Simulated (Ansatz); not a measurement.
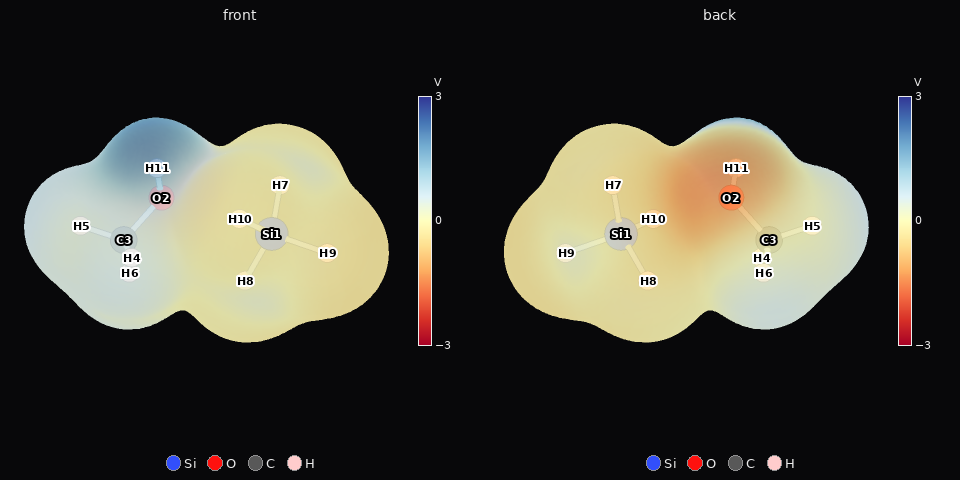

The picture shows: SiH₄···CH₄O. The electrostatic potential painted on the density surface at 0.001 e/bohr³, seen from the front and from behind; red is negative and blue positive.

Method: Ansatz, RKS PBE0-D4/6-31G*.

```yaml
atoms:
  - { symbol: Si, position_ang: [0.0197, -0.3974, -0.5066] }
  - { symbol: O, position_ang: [0.3018, -0.0520, 2.3841] }
  - { symbol: C, position_ang: [-0.9621, -0.2748, 2.9725] }
  - { symbol: H, position_ang: [-1.4794, -1.1449, 2.5409] }
  - { symbol: H, position_ang: [-0.8939, -0.4052, 4.0623] }
  - { symbol: H, position_ang: [-1.5647, 0.6142, 2.7691] }
  - { symbol: H, position_ang: [1.3359, 0.2557, -0.2904] }
  - { symbol: H, position_ang: [-1.1070, 0.4532, -0.0429] }
  - { symbol: H, position_ang: [-0.1499, -0.6170, -1.9754] }
  - { symbol: H, position_ang: [-0.0271, -1.7381, 0.1419] }
  - { symbol: H, position_ang: [0.8518, -0.8257, 2.5609] }
```

**Describe the electrostatic potential map.**

The most negative region (about −1.4 V) lies over O2, the most positive (about +2.0 V) over H11. O2 is the likeliest acceptor of a hydrogen bond.
